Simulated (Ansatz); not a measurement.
Partial pair distribution functions of a relaxed model of amorphous Si24O51Lu2, broadened by 0.06 Å; density 2.64 g/cm³. Method: PBE, scalar-relativistic without spin-orbit coupling (plane waves to 420 eV, PAW; Ansatz, a program for electronic structure).

Preparation: random packing, a CHGNet melt and quench, and a DFT relaxation. O atoms were pushed apart under 1.9 Å during the dynamics, to hinder bonds among them. The hot cell started wider than the set density and was brought back towards it in steps. It is the lowest in DFT energy of 2 quenches. It is a model cell: composition and starting density were chosen by hand, and all elements were melted together. No dispersion term was used. Its density started from a set value of 2.64 and ended at 2.64 g/cm³. The simulated quench (nominally 400 K/ps over its main leg) is rapid and tends to freeze in more defects than a deposited or slowly cooled glass has. A cell of this size samples the disorder only roughly. The volume was held where the preparation left it and the shape relaxed, at a PBE pressure of -0.7 GPa (tension). Stress components on the final sampling reach 0.8 GPa.

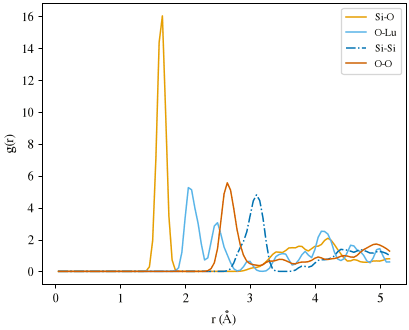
Partial pair distribution functions

Highest peaks under 4.5 Å: Si-O near 1.65 Å, O-Lu near 2.05 Å, Si-Si near 3.10 Å, O-O near 2.65 Å; pairs of few atoms are noisy.

Within 1.90 Å each Si has 4.00 O neighbours on average.
